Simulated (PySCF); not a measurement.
# CH4BClO: spin-spin couplings and electronic excitations at several levels of theory

Aim: compute the spin-spin couplings and electronic excitations of CH4BClO (`CB(O)Cl`) at several levels, and see how far they spread and what each costs.

Computed with PySCF 2.14.0, with density-fitted response routines of our own, on a single molecule in the gas phase. Atoms are numbered from 0 throughout.

### Step 1. Starting geometry

8 atoms, charge 0, multiplicity 1; geometry from: PBE0-D3(BJ)/def2-SVP.

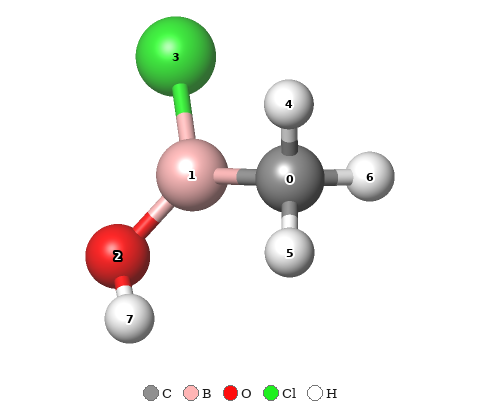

As it starts; carbon grey, boron pink, oxygen red, chlorine green, hydrogen white, atoms numbered.

### Step 2. Indirect couplings: B3LYP/def2-TZVP

Job settings and geometry (Å):

```
{"job": {"kind": "j", "xc": "B3LYP", "basis": "def2-TZVP"}, "charge": 0, "multiplicity": 1}
C     -0.509039     0.383256     0.821417
B      0.949240     0.962109     0.832593
O      2.065200     0.257046     0.565215
Cl     1.207372     2.669932     1.237504
H     -1.162702     0.998086     0.183205
H     -0.573734    -0.662644     0.483608
H     -0.933729     0.441986     1.837272
H      1.877586    -0.661071     0.344244
```

Level: B3LYP/def2-TZVP indirect spin-spin coupling, non-relativistic, gas phase.

Run with:

```console
> OMP_NUM_THREADS=1 python probes_run.py task.json out
```

The driver reads the jobs from task.json and runs them one after another.

The program printed:

```text
coarse grid: 7368 points
cycle   1  E = -600.8867356922  dE =  3.511e-01  |g| = 7.544e-01  |ddm| = 2.048e+00
cycle   2  E = -600.7224523810  dE =  1.643e-01  |g| = 1.215e+00  |ddm| = 1.137e+00
cycle   3  E = -600.9895459897  dE = -2.671e-01  |g| = 1.503e-01  |ddm| = 7.486e-01
cycle   4  E = -600.9944117137  dE = -4.866e-03  |g| = 3.589e-02  |ddm| = 1.216e-01
cycle   5  E = -600.9946674553  dE = -2.557e-04  |g| = 7.426e-03  |ddm| = 2.305e-02
cycle   6  E = -600.9946802611  dE = -1.281e-05  |g| = 2.521e-03  |ddm| = 7.888e-03
cycle   7  E = -600.9946814198  dE = -1.159e-06  |g| = 4.329e-04  |ddm| = 1.848e-03
final grid: 66864 points
cycle   8  E = -600.9895291133  dE = -5.083e-05  |g| = 5.175e-03  |ddm| = 4.846e-02
cycle   9  E = -600.9895263929  dE =  2.720e-06  |g| = 6.018e-03  |ddm| = 6.975e-03
cycle  10  E = -600.9895346624  dE = -8.269e-06  |g| = 4.361e-04  |ddm| = 3.944e-03
cycle  11  E = -600.9895346940  dE = -3.162e-08  |g| = 2.549e-04  |ddm| = 4.639e-04
cycle  12  E = -600.9895347075  dE = -1.345e-08  |g| = 5.599e-05  |ddm| = 1.671e-04
cycle  13  E = -600.9895347080  dE = -4.879e-10  |g| = 2.261e-05  |ddm| = 3.804e-05
converged SCF energy = -600.9895347080

Indirect spin-spin couplings (Hz)
  i      j    bonds     total        FC       PSO       DSO        SD
  0 C    1 B    1     73.099    73.906    -1.404     0.275     0.321
  0 C    2 O    2      1.907     1.123     0.797     0.022    -0.034
  0 C    4 H    1    120.192   117.868     1.821     0.591    -0.088
  0 C    5 H    1    120.215   117.826     1.878     0.586    -0.074
  0 C    6 H    1    116.978   114.593     1.890     0.593    -0.098
  0 C    7 H    3      1.664     1.816    -0.149     0.050    -0.053
  1 B    2 O    1    -10.702   -16.521     6.139    -0.120    -0.200
  1 B    4 H    2     -6.905    -6.997    -0.084     0.028     0.148
  1 B    5 H    2     -3.089    -2.912    -0.136    -0.097     0.055
  1 B    6 H    2     -6.821    -6.989    -0.053     0.051     0.170
  1 B    7 H    2     -0.655     0.919    -0.601    -0.886    -0.086
  2 O    4 H    3     -0.953    -1.086    -0.062     0.203    -0.007
  2 O    5 H    3     -0.011    -0.310     0.188     0.043     0.068
  2 O    6 H    3     -0.822    -0.918    -0.062     0.182    -0.024
  2 O    7 H    1    -71.389   -59.565   -11.283    -0.350    -0.191
  4 H    5 H    2    -11.195   -11.369     2.492    -2.559     0.242
  4 H    6 H    2    -16.879   -17.220     2.343    -2.305     0.304
  4 H    7 H    4     -0.791    -0.525     0.999    -1.243    -0.023
  5 H    6 H    2    -12.135   -12.331     2.470    -2.519     0.246
  6 H    7 H    4     -0.750    -0.539     0.837    -1.028    -0.020
```

It took 13 s on 1 thread of Arm Neoverse V1, shared host; peak memory 0.63 GiB.

The basis is not made for couplings: without tight functions at the nuclei these values are rough.

A choice of the couplings up to four bonds, sorted by the number of bonds, with means over like pairs; isotopes 11B, 13C, 1H, 17O:

| pair | bonds | J (Hz) | Fermi contact (Hz) | dihedral (°) |
| --- | --- | --- | --- | --- |
| C0–H4 | 1 | 119.1 | 116.8 | – |
| C0–B1 | 1 | 73.1 | 73.9 | – |
| O2–H7 | 1 | -71.4 | -59.6 | – |
| B1–O2 | 1 | -10.7 | -16.5 | – |
| H4–H5 | 2 | -13.4 | -13.6 | – |
| B1–H4 | 2 | -5.6 | -5.6 | – |
| C0–O2 | 2 | 1.9 | 1.1 | – |
| C0–H7 | 3 | 1.7 | 1.8 | 1 |

The response was solved for the nuclei of B, C, H, O alone, so couplings that need other nuclei can be missing.

Quadrupole couplings from the field gradients of the same density:

| atom | isotope | eQq/h (MHz) | η |
| --- | --- | --- | --- |
| Cl3 | 35Cl | -40.3 | 0.50 |
| O2 | 17O | -7.567 | 0.04 |
| B1 | 11B | 3.518 | 0.60 |

### Step 3. Indirect couplings: B3LYP/cc-pVTZ

The job, as its differences from that of step 2:

```diff
@@ -1,2 +1,2 @@
-{"job": {"kind": "j", "xc": "B3LYP", "basis": "def2-TZVP"}, "charge": 0, "multiplicity": 1}
+{"job": {"kind": "j", "xc": "B3LYP", "basis": "cc-pVTZ"}, "charge": 0, "multiplicity": 1}
 C     -0.509039     0.383256     0.821417
```

Level: B3LYP/cc-pVTZ indirect spin-spin coupling, non-relativistic, gas phase.

The program printed:

```text
coarse grid: 7368 points
cycle   1  E = -600.8851614630  dE =  3.521e-01  |g| = 7.545e-01  |ddm| = 5.757e+00
cycle   2  E = -600.7250886503  dE =  1.601e-01  |g| = 1.209e+00  |ddm| = 2.488e+00
cycle   3  E = -600.9875515332  dE = -2.625e-01  |g| = 1.496e-01  |ddm| = 1.549e+00
cycle   4  E = -600.9923855519  dE = -4.834e-03  |g| = 3.194e-02  |ddm| = 2.635e-01
cycle   5  E = -600.9925946130  dE = -2.091e-04  |g| = 7.978e-03  |ddm| = 5.985e-02
cycle   6  E = -600.9926095210  dE = -1.491e-05  |g| = 1.978e-03  |ddm| = 1.517e-02
cycle   7  E = -600.9926102928  dE = -7.718e-07  |g| = 4.742e-04  |ddm| = 3.098e-03
final grid: 66864 points
cycle   8  E = -600.9938270648  dE = -5.846e-05  |g| = 5.400e-03  |ddm| = 6.824e-02
cycle   9  E = -600.9938241201  dE =  2.945e-06  |g| = 6.310e-03  |ddm| = 1.904e-02
cycle  10  E = -600.9938332081  dE = -9.088e-06  |g| = 4.885e-04  |ddm| = 1.064e-02
cycle  11  E = -600.9938332408  dE = -3.268e-08  |g| = 3.206e-04  |ddm| = 1.004e-03
cycle  12  E = -600.9938332602  dE = -1.944e-08  |g| = 5.795e-05  |ddm| = 4.293e-04
cycle  13  E = -600.9938332609  dE = -6.227e-10  |g| = 2.136e-05  |ddm| = 9.525e-05
converged SCF energy = -600.9938332609

Indirect spin-spin couplings (Hz)
  i      j    bonds     total        FC       PSO       DSO        SD
  0 C    1 B    1     66.789    67.665    -1.502     0.276     0.350
  0 C    2 O    2      1.799     1.031     0.781     0.022    -0.034
  0 C    4 H    1    111.845   109.257     1.837     0.568     0.183
  0 C    5 H    1    113.338   110.702     1.903     0.562     0.171
  0 C    6 H    1    108.620   105.973     1.900     0.570     0.176
  0 C    7 H    3      1.633     1.780    -0.142     0.049    -0.054
  1 B    2 O    1     -7.542   -13.535     6.342    -0.121    -0.228
  1 B    4 H    2     -5.726    -5.892    -0.012     0.023     0.155
  1 B    5 H    2     -2.221    -2.099    -0.075    -0.099     0.051
  1 B    6 H    2     -5.616    -5.862     0.019     0.046     0.180
  1 B    7 H    2      0.687     2.190    -0.534    -0.892    -0.076
  2 O    4 H    3     -0.699    -0.819    -0.075     0.203    -0.009
  2 O    5 H    3     -0.063    -0.363     0.191     0.043     0.066
  2 O    6 H    3     -0.583    -0.664    -0.072     0.182    -0.029
  2 O    7 H    1    -59.833   -47.523   -11.576    -0.325    -0.408
  4 H    5 H    2    -10.700   -11.123     2.728    -2.604     0.299
  4 H    6 H    2    -16.275   -16.856     2.568    -2.351     0.364
  4 H    7 H    4     -0.660    -0.490     1.105    -1.252    -0.024
  5 H    6 H    2    -11.615   -12.054     2.699    -2.564     0.303
  6 H    7 H    4     -0.638    -0.511     0.931    -1.037    -0.021
```

Run time: 16 s. Hardware: 1 thread of Arm Neoverse V1, shared host; peak memory 0.73 GiB.

The basis is not made for couplings: without tight functions at the nuclei these values are rough.

This run: J(C0,H4) 111.3 Hz, J(C0,B1) 66.8 Hz, J(O2,H7) -59.8 Hz (means over like pairs).

### Step 4. J couplings: B3LYP/6-31G*

The job, as its differences from that of step 3:

```diff
@@ -1,2 +1,2 @@
-{"job": {"kind": "j", "xc": "B3LYP", "basis": "cc-pVTZ"}, "charge": 0, "multiplicity": 1}
+{"job": {"kind": "j", "xc": "B3LYP", "basis": "6-31G*"}, "charge": 0, "multiplicity": 1}
 C     -0.509039     0.383256     0.821417
```

With the program's defaults for keys left out, this is: B3LYP/6-31G* indirect spin-spin coupling, non-relativistic, gas phase.

The program printed:

```text
coarse grid: 7368 points
cycle   1  E = -600.8175851109  dE =  3.633e-01  |g| = 7.187e-01  |ddm| = 2.532e+00
cycle   2  E = -600.6832546044  dE =  1.343e-01  |g| = 1.108e+00  |ddm| = 1.379e+00
cycle   3  E = -600.9195100095  dE = -2.363e-01  |g| = 1.401e-01  |ddm| = 8.914e-01
cycle   4  E = -600.9242100381  dE = -4.700e-03  |g| = 2.461e-02  |ddm| = 1.469e-01
cycle   5  E = -600.9243476359  dE = -1.376e-04  |g| = 7.367e-03  |ddm| = 2.463e-02
cycle   6  E = -600.9243621303  dE = -1.449e-05  |g| = 1.259e-03  |ddm| = 9.423e-03
cycle   7  E = -600.9243625308  dE = -4.005e-07  |g| = 3.148e-04  |ddm| = 1.758e-03
final grid: 66864 points
cycle   8  E = -600.8844382281  dE = -1.356e-05  |g| = 4.942e-03  |ddm| = 1.572e-02
cycle   9  E = -600.8844352791  dE =  2.949e-06  |g| = 6.100e-03  |ddm| = 9.555e-03
cycle  10  E = -600.8844444356  dE = -9.157e-06  |g| = 4.562e-04  |ddm| = 5.347e-03
cycle  11  E = -600.8844444761  dE = -4.050e-08  |g| = 1.363e-04  |ddm| = 4.772e-04
cycle  12  E = -600.8844444794  dE = -3.282e-09  |g| = 3.687e-05  |ddm| = 1.245e-04
cycle  13  E = -600.8844444798  dE = -3.445e-10  |g| = 9.193e-06  |ddm| = 5.295e-05
converged SCF energy = -600.8844444798

Indirect spin-spin couplings (Hz)
  i      j    bonds     total        FC       PSO       DSO        SD
  0 C    1 B    1     82.321    82.911    -1.193     0.274     0.329
  0 C    2 O    2      0.998     0.343     0.673     0.020    -0.038
  0 C    4 H    1    137.620   135.464     1.343     0.635     0.178
  0 C    5 H    1    137.127   134.921     1.408     0.631     0.166
  0 C    6 H    1    135.231   133.024     1.398     0.637     0.171
  0 C    7 H    3      0.977     1.093    -0.117     0.051    -0.051
  1 B    2 O    1    -18.230   -23.403     5.494    -0.129    -0.192
  1 B    4 H    2     -4.568    -4.675    -0.050     0.034     0.123
  1 B    5 H    2     -2.860    -2.707    -0.099    -0.091     0.037
  1 B    6 H    2     -4.351    -4.530    -0.017     0.056     0.140
  1 B    7 H    2      0.156     1.763    -0.658    -0.868    -0.081
  2 O    4 H    3     -1.028    -1.193    -0.026     0.197    -0.006
  2 O    5 H    3     -0.044    -0.321     0.186     0.033     0.058
  2 O    6 H    3     -1.006    -1.138    -0.026     0.176    -0.019
  2 O    7 H    1    -76.877   -66.270   -10.204    -0.452     0.048
  4 H    5 H    2    -14.758   -14.086     1.541    -2.484     0.270
  4 H    6 H    2    -20.141   -19.751     1.497    -2.230     0.342
  4 H    7 H    4     -1.119    -0.568     0.701    -1.225    -0.027
  5 H    6 H    2    -15.608   -14.970     1.528    -2.444     0.277
  5 H    7 H    4      0.207    -0.445    -1.255     1.839     0.067
  6 H    7 H    4     -1.044    -0.573     0.564    -1.011    -0.025
```

Run time: 4.7 s. Hardware: 1 thread of Arm Neoverse V1, shared host; peak memory 0.46 GiB.

The basis is not made for couplings: without tight functions at the nuclei these values are rough.

This run: J(C0,H4) 136.7 Hz, J(C0,B1) 82.3 Hz, J(O2,H7) -76.9 Hz (means over like pairs).

### Step 5. Ultraviolet spectrum: HF/def2-SVPD

The job, as its differences from that of step 4:

```diff
@@ -1,2 +1,2 @@
-{"job": {"kind": "j", "xc": "B3LYP", "basis": "6-31G*"}, "charge": 0, "multiplicity": 1}
+{"job": {"kind": "uv", "xc": "HF", "basis": "def2-SVPD", "ip": true}, "charge": 0, "multiplicity": 1}
 C     -0.509039     0.383256     0.821417
```

Method: TDDFT HF/def2-SVPD, vertical, gas phase, core orbitals frozen in the response.

The program printed:

```text
final grid: 66864 points
cycle   1  E = -599.0487407472  dE =  5.041e-01  |g| = 5.189e-01  |ddm| = 3.023e+00
cycle   2  E = -599.1064418161  dE = -5.770e-02  |g| = 2.702e-01  |ddm| = 8.622e-01
cycle   3  E = -599.1210101781  dE = -1.457e-02  |g| = 5.497e-02  |ddm| = 3.063e-01
cycle   4  E = -599.1219998599  dE = -9.897e-04  |g| = 1.287e-02  |ddm| = 9.240e-02
cycle   5  E = -599.1220615896  dE = -6.173e-05  |g| = 3.384e-03  |ddm| = 2.221e-02
cycle   6  E = -599.1220676963  dE = -6.107e-06  |g| = 9.961e-04  |ddm| = 7.500e-03
cycle   7  E = -599.1220683945  dE = -6.982e-07  |g| = 2.544e-04  |ddm| = 2.525e-03
cycle   8  E = -599.1220684449  dE = -5.042e-08  |g| = 7.066e-05  |ddm| = 6.341e-04
cycle   9  E = -599.1220684485  dE = -3.604e-09  |g| = 1.969e-05  |ddm| = 1.674e-04
cycle  10  E = -599.1220684488  dE = -2.899e-10  |g| = 5.353e-06  |ddm| = 5.227e-05
converged SCF energy = -599.1220684488

Static polarisability (au): isotropic 41.362, principal 34.528 41.123 48.435

Singlet excitations
state   eV       nm        f      main configurations
  1   8.7403    141.9   0.00157   H->L+5 0.56, H-2->L+5 0.13, H->L+6 0.10
  2   9.2872    133.5   0.09084   H->L 0.76, H->L+1 0.12
  3   9.5751    129.5   0.02997   H-1->L 0.70
  4   9.6943    127.9   0.00530   H-2->L+5 0.53, H->L+5 0.12, H-2->L+6 0.10
  5   9.8348    126.1   0.13230   H-1->L+5 0.65, H-1->L+6 0.12
  6  10.0944    122.8   0.00951   H-2->L 0.55, H->L+1 0.16
  7  10.4335    118.8   0.04749   H-1->L+1 0.35, H-3->L 0.27, H-5->L 0.08
  8  10.4929    118.2   0.02865   H->L+4 0.24, H->L+6 0.18, H-2->L 0.12
  9  10.8371    114.4   0.00014   H->L+3 0.48, H-1->L+4 0.10, H-1->L+6 0.09
 10  10.8604    114.2   0.00005   H->L+3 0.39, H-1->L+4 0.18, H-1->L+6 0.08

Triplet excitations (Tamm-Dancoff, eV): 8.1192 8.6535 8.9772 9.2021
Vertical ionisation energy (delta-SCF) = 10.5503 eV
```

Run time: 4.5 s. Hardware: 1 thread of Arm Neoverse V1, shared host; peak memory 0.46 GiB.

The orbitals next to the gap, with their largest atomic shares:

| orbital | eV | atoms |
| --- | --- | --- |
| HOMO−3 | -14.85 | O2 36 %, C0 28 %, H6 14 % |
| HOMO−2 | -13.56 | Cl3 31 %, C0 22 %, O2 19 % |
| HOMO−1 | -12.52 | Cl3 82 %, B1 9 %, O2 6 % |
| HOMO | -12.13 | Cl3 78 %, B1 9 %, C0 9 % |
| LUMO | 1.52 | B1 61 %, O2 13 %, H7 7 % |
| LUMO+1 | 3.10 | Cl3 50 %, O2 24 %, H7 11 % |
| LUMO+2 | 3.29 | Cl3 41 %, C0 16 %, O2 14 % |

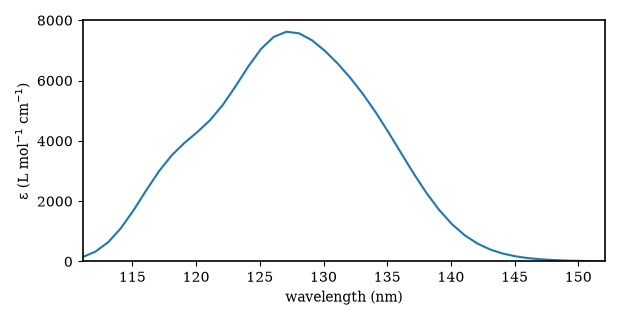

Absorption spectrum: each of the 10 states is a Gaussian band of 0.4 eV half-width at 1/e. Beyond the last state computed it falls off for lack of states.

Further results of this job:

| property | computed |
| --- | --- |
| dipole moment (D) | 3.21 |
| polarisability (Å³) | 6.13 |
| HOMO–LUMO gap (eV) | 13.66 |
| −ε(HOMO) (eV) | 12.13 |

### Step 6. TDDFT and polarisability: LDA/def2-SVPD

The job, as its differences from that of step 5:

```diff
@@ -1,2 +1,2 @@
-{"job": {"kind": "uv", "xc": "HF", "basis": "def2-SVPD", "ip": true}, "charge": 0, "multiplicity": 1}
+{"job": {"kind": "uv", "xc": "LDA", "basis": "def2-SVPD", "ip": true}, "charge": 0, "multiplicity": 1}
 C     -0.509039     0.383256     0.821417
```

Level: TDDFT LDA/def2-SVPD, vertical, gas phase, core orbitals frozen in the response.

The program printed:

```text
coarse grid: 7368 points
cycle   1  E = -597.7890434496  dE =  2.851e-01  |g| = 7.595e-01  |ddm| = 3.471e+00
cycle   2  E = -597.3883948007  dE =  4.006e-01  |g| = 1.583e+00  |ddm| = 1.876e+00
cycle   3  E = -597.8963843571  dE = -5.080e-01  |g| = 2.515e-01  |ddm| = 1.272e+00
cycle   4  E = -597.9115050806  dE = -1.512e-02  |g| = 4.693e-02  |ddm| = 2.749e-01
cycle   5  E = -597.9119587256  dE = -4.536e-04  |g| = 1.810e-02  |ddm| = 5.769e-02
cycle   6  E = -597.9120476918  dE = -8.897e-05  |g| = 4.272e-03  |ddm| = 2.656e-02
cycle   7  E = -597.9120515664  dE = -3.875e-06  |g| = 1.464e-03  |ddm| = 5.952e-03
final grid: 66864 points
cycle   8  E = -597.9854570898  dE = -3.090e-05  |g| = 4.440e-03  |ddm| = 6.455e-02
cycle   9  E = -597.9854502845  dE =  6.805e-06  |g| = 7.186e-03  |ddm| = 1.077e-02
cycle  10  E = -597.9854614119  dE = -1.113e-05  |g| = 1.108e-03  |ddm| = 6.546e-03
cycle  11  E = -597.9854616489  dE = -2.370e-07  |g| = 3.445e-04  |ddm| = 1.165e-03
cycle  12  E = -597.9854616753  dE = -2.639e-08  |g| = 3.786e-05  |ddm| = 3.308e-04
cycle  13  E = -597.9854616757  dE = -3.884e-10  |g| = 7.544e-06  |ddm| = 5.959e-05
converged SCF energy = -597.9854616757

Static polarisability (au): isotropic 47.897, principal 38.160 48.669 56.862

Singlet excitations
state   eV       nm        f      main configurations
  1   6.3195    196.2   0.00035   H->L 1.00
  2   6.6423    186.7   0.02006   H->L+1 0.99
  3   7.0743    175.3   0.00203   H-1->L+1 1.00
  4   7.3118    169.6   0.08860   H-1->L 0.90
  5   7.3952    167.7   0.00064   H-2->L 0.99
  6   7.6254    162.6   0.04033   H-2->L+1 0.97
  7   8.0643    153.7   0.04338   H->L+2 0.97
  8   8.4667    146.4   0.00897   H-1->L+2 0.66, H-3->L+1 0.23, H-4->L 0.11
  9   8.5170    145.6   0.00124   H-3->L+1 0.58, H-4->L 0.37
 10   8.5261    145.4   0.01862   H-4->L 0.51, H-1->L+2 0.29, H-3->L+1 0.19

Triplet excitations (Tamm-Dancoff, eV): 6.1467 6.4556 6.5810 6.9743
Vertical ionisation energy (delta-SCF) = 11.0053 eV
Vertical electron affinity (delta-SCF) = -1.8080 eV
```

It took 39 s on 1 thread of Arm Neoverse V1, shared host; peak memory 0.46 GiB.

Key values: HOMO -7.46 eV, LUMO -1.23 eV; lowest singlet 6.32 eV.

### Step 7. Ultraviolet spectrum: PBE/def2-SVPD

The job, as its differences from that of step 6:

```diff
@@ -1,2 +1,2 @@
-{"job": {"kind": "uv", "xc": "LDA", "basis": "def2-SVPD", "ip": true}, "charge": 0, "multiplicity": 1}
+{"job": {"kind": "uv", "xc": "PBE", "basis": "def2-SVPD", "ip": true}, "charge": 0, "multiplicity": 1}
 C     -0.509039     0.383256     0.821417
```

Method: TDDFT PBE/def2-SVPD, vertical, gas phase, core orbitals frozen in the response.

The program printed:

```text
coarse grid: 7368 points
cycle   1  E = -600.0854755735  dE =  2.904e-01  |g| = 7.484e-01  |ddm| = 3.476e+00
cycle   2  E = -599.7086649914  dE =  3.768e-01  |g| = 1.537e+00  |ddm| = 1.820e+00
cycle   3  E = -600.1900422019  dE = -4.814e-01  |g| = 2.389e-01  |ddm| = 1.230e+00
cycle   4  E = -600.2038530811  dE = -1.381e-02  |g| = 4.518e-02  |ddm| = 2.650e-01
cycle   5  E = -600.2042881515  dE = -4.351e-04  |g| = 1.682e-02  |ddm| = 5.497e-02
cycle   6  E = -600.2043657815  dE = -7.763e-05  |g| = 3.787e-03  |ddm| = 2.477e-02
cycle   7  E = -600.2043689678  dE = -3.186e-06  |g| = 1.339e-03  |ddm| = 5.617e-03
final grid: 66864 points
cycle   8  E = -600.2975021306  dE = -2.122e-05  |g| = 1.094e-02  |ddm| = 7.002e-02
cycle   9  E = -600.2974272274  dE =  7.490e-05  |g| = 2.172e-02  |ddm| = 2.680e-02
cycle  10  E = -600.2975282671  dE = -1.010e-04  |g| = 2.601e-03  |ddm| = 1.774e-02
cycle  11  E = -600.2975296971  dE = -1.430e-06  |g| = 2.142e-04  |ddm| = 2.235e-03
cycle  12  E = -600.2975297075  dE = -1.045e-08  |g| = 1.028e-04  |ddm| = 3.911e-04
cycle  13  E = -600.2975297106  dE = -3.098e-09  |g| = 2.297e-05  |ddm| = 1.524e-04
cycle  14  E = -600.2975297108  dE = -1.428e-10  |g| = 5.284e-06  |ddm| = 3.572e-05
converged SCF energy = -600.2975297108

Static polarisability (au): isotropic 47.469, principal 37.789 48.188 56.432

Singlet excitations
state   eV       nm        f      main configurations
  1   6.4342    192.7   0.00038   H->L 1.00
  2   6.5810    188.4   0.02087   H->L+1 1.00
  3   6.9980    177.2   0.00206   H-1->L+1 1.00
  4   7.3749    168.1   0.07359   H-1->L 0.86
  5   7.4884    165.6   0.00078   H-2->L 0.99
  6   7.5573    164.1   0.05077   H-2->L+1 0.93
  7   7.9875    155.2   0.04649   H->L+2 0.97
  8   8.3766    148.0   0.01135   H-1->L+2 0.78, H-3->L+1 0.22
  9   8.4321    147.0   0.01498   H-3->L+1 0.78, H-1->L+2 0.22
 10   8.4508    146.7   0.00945   H->L+3 0.98

Triplet excitations (Tamm-Dancoff, eV): 6.2172 6.4865 6.5087 6.9160
Vertical ionisation energy (delta-SCF) = 10.8400 eV
```

It took 35 s on 1 thread of Arm Neoverse V1, shared host; peak memory 0.47 GiB.

This run: HOMO -7.36 eV, LUMO -1.00 eV; lowest singlet 6.43 eV.

### Step 8. Ultraviolet spectrum: B3LYP/def2-SVPD

The job, as its differences from that of step 7:

```diff
@@ -1,2 +1,2 @@
-{"job": {"kind": "uv", "xc": "PBE", "basis": "def2-SVPD", "ip": true}, "charge": 0, "multiplicity": 1}
+{"job": {"kind": "uv", "xc": "B3LYP", "basis": "def2-SVPD", "ip": true}, "charge": 0, "multiplicity": 1}
 C     -0.509039     0.383256     0.821417
```

Level: TDDFT B3LYP/def2-SVPD, vertical, gas phase, core orbitals frozen in the response.

The program printed:

```text
coarse grid: 7368 points
cycle   1  E = -600.5144776368  dE =  3.214e-01  |g| = 6.873e-01  |ddm| = 3.409e+00
cycle   2  E = -600.3665693579  dE =  1.479e-01  |g| = 1.118e+00  |ddm| = 1.546e+00
cycle   3  E = -600.6069982610  dE = -2.404e-01  |g| = 1.348e-01  |ddm| = 9.373e-01
cycle   4  E = -600.6112239889  dE = -4.226e-03  |g| = 2.552e-02  |ddm| = 1.580e-01
cycle   5  E = -600.6113747066  dE = -1.507e-04  |g| = 6.476e-03  |ddm| = 3.154e-02
cycle   6  E = -600.6113851958  dE = -1.049e-05  |g| = 1.401e-03  |ddm| = 9.698e-03
cycle   7  E = -600.6113856440  dE = -4.482e-07  |g| = 3.523e-04  |ddm| = 2.068e-03
final grid: 66864 points
cycle   8  E = -600.6859476316  dE = -2.541e-05  |g| = 4.176e-03  |ddm| = 5.875e-02
cycle   9  E = -600.6859457114  dE =  1.920e-06  |g| = 4.973e-03  |ddm| = 1.045e-02
cycle  10  E = -600.6859519964  dE = -6.285e-06  |g| = 3.079e-04  |ddm| = 5.308e-03
cycle  11  E = -600.6859520165  dE = -2.006e-08  |g| = 1.536e-04  |ddm| = 4.849e-04
cycle  12  E = -600.6859520214  dE = -4.940e-09  |g| = 4.681e-05  |ddm| = 1.743e-04
cycle  13  E = -600.6859520218  dE = -4.196e-10  |g| = 1.348e-05  |ddm| = 5.022e-05
converged SCF energy = -600.6859520218

Static polarisability (au): isotropic 45.767, principal 36.916 46.182 54.205

Singlet excitations
state   eV       nm        f      main configurations
  1   6.9514    178.4   0.00050   H->L+1 0.99
  2   7.2513    171.0   0.03008   H->L 0.99
  3   7.6164    162.8   0.00402   H-1->L 0.99
  4   7.8692    157.6   0.09418   H-1->L+1 0.93
  5   7.9360    156.2   0.00065   H-2->L+1 0.99
  6   8.1616    151.9   0.03456   H-2->L 0.94
  7   8.6207    143.8   0.05474   H->L+2 0.91
  8   8.8921    139.4   0.03839   H-1->L+2 0.54, H-3->L 0.42
  9   8.9667    138.3   0.00572   H->L+3 0.77, H->L+4 0.11
 10   9.0990    136.3   0.00868   H-3->L 0.55, H-1->L+2 0.41

Triplet excitations (Tamm-Dancoff, eV): 6.7192 6.9666 7.1625 7.4783
Vertical ionisation energy (delta-SCF) = 11.1914 eV
```

Wall time 35 s (1 thread of Arm Neoverse V1, shared host); peak memory 0.55 GiB.

This run: HOMO -8.50 eV, LUMO -0.44 eV; lowest singlet 6.95 eV.

(Part 1 of 2 ends here.)
